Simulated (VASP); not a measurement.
Band structure of Hf$_{3}$ZrC$_{4}$ (ordered alloy cell). Method: PBEsol GGA, VASP's PBE PAW potentials (set 64) (plane waves; VASP 6.6.1).

Unless said otherwise, spin-orbit coupling is left out, though it shifts the bands of the heavy elements here.

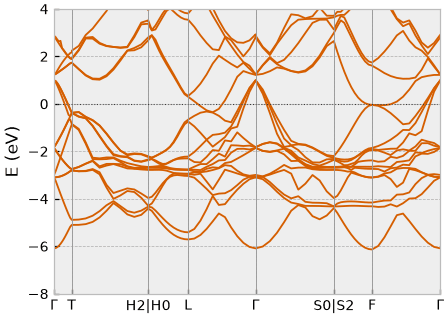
*Bands along high-symmetry lines, zero at the valence-band maximum or, without a gap, the Fermi level*

Problem. Read the plot: is there a gap, and where are the band edges?

Solution. It has no gap at this level: it comes out as a metal or semimetal. (Edges off the drawn lines would not show.)

The structure was generated: Hf3ZrC4 was put into an ordered model structure (R-3m), which need not be its known phase. It was relaxed first.
